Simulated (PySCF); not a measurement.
C$_{9}$H$_{8}$ (SMILES C#C/C=C/C(C)=C/C#C)

```
atom    x (Å)    y (Å)    z (Å)
   C   4.0242  -1.8221   0.0086
   C   2.9266  -1.3787  -0.1948
   C   1.6391  -0.8635  -0.4459
   C   0.8801  -0.3002   0.4930
   C  -0.4744   0.2223   0.2347
   C  -1.5830  -0.7811   0.3268
   C  -0.6711   1.5126  -0.0534
   C  -1.9342   2.0843  -0.3054
   C  -2.9994   2.5948  -0.5250
   H   4.9830  -2.2083   0.1869
   H   1.2895  -0.9448  -1.4684
   H   1.2449  -0.2246   1.5110
   H  -2.5443  -0.3108   0.1366
   H  -1.5954  -1.2350   1.3180
   H  -1.4237  -1.5800  -0.3978
   H   0.1680   2.1956  -0.1088
   H  -3.9299   3.0395  -0.7159
```

Geometry: GFN2-xTB.

Computed with BP86/pcSseg-1, SCF density, gas phase, non-relativistic in PySCF.

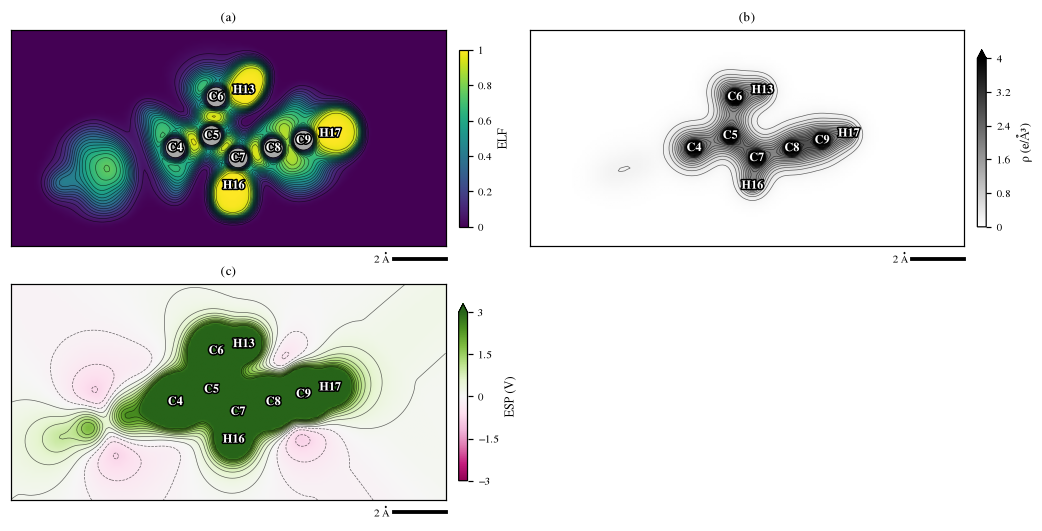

Figure 1. (a) ELF; (b) total electron density; (c) electrostatic potential on the plane of atoms C5, C7 and H16. Grey discs cover the atomic cores in the ELF map.

### What does the map show?

The section cuts through C and H sites.
C–C (1.20 Å): ρ is about 2.7 e/Å³ halfway; the ELF peaks at about 0.85 between the atoms: a multiple bond.
C–H (1.05 Å): ρ is about 2.1 e/Å³ halfway; the ELF climbs to about 1 towards the hydrogen, as it does in any bond to H: a covalent bond by its length.
C–C (1.34 Å): ρ is about 2.2 e/Å³ halfway; the ELF peaks at about 0.95 between the atoms (a multiple bond).
Outside the dense part of the molecule the potential is most negative (−0.8 V) near C9.

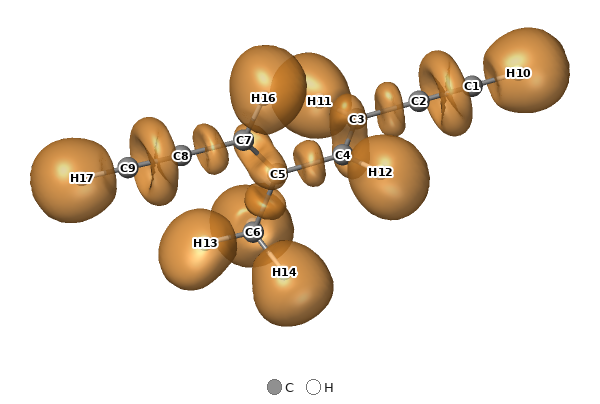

Figure 2. Isosurface of the electron localisation function at 0.8 (orange), seen at a tilt. Only the valence region is drawn (cores and ρ < 0.01 e/Å³ removed).

### Describe the localisation domains.

The ELF exceeds this value in eight regions between bonded C–C atoms (shared pairs) and eight regions around hydrogen nuclei.

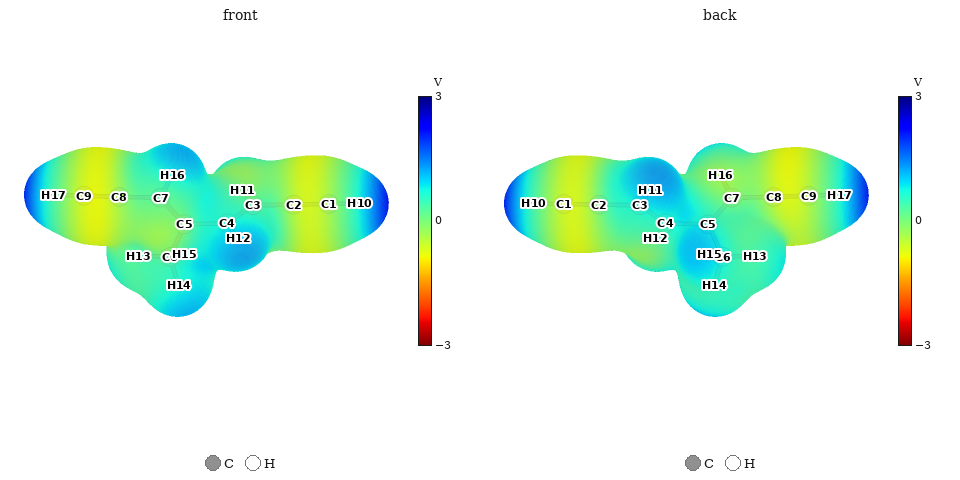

Figure 3. The electrostatic potential painted on the density surface at 0.004 e/bohr³, seen from the front and from behind; red is negative and blue positive.

### Describe the electrostatic potential map.

The most negative region (about −0.8 V) lies over C8 and C9, the most positive (about +2.0 V) over H10 and H17.

### How polar is the molecule by this calculation?

Its dipole moment is 0.71 D.
